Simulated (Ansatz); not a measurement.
The starting structures come from a database of crystals and need not be the phases stable at ambient conditions.

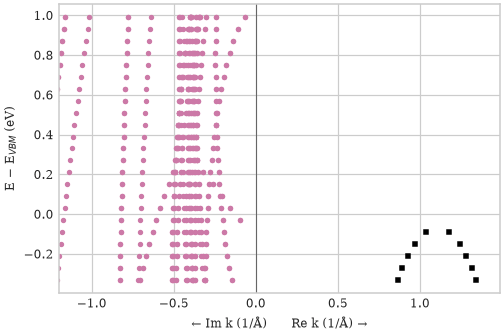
Complex bands at the centre of the two-dimensional zone; PBEsol run with Ansatz (an electronic-structure program)

The gap is the functional's own. No spin-orbit coupling. Mid-gap values are interpolated on the energy grid.

This is MoSe2 (R3m, not sure to be the ambient phase, 3 atoms a cell, 19.7 Å³ an atom) along the normal of (100). Read off the slowest decay at the centre of the two-dimensional zone at 0.39 eV, the computed energy nearest the middle of the gap.

κ ≈ 0.24 1/Å, a decay length 1/(2κ) of the density of 2.1 Å.
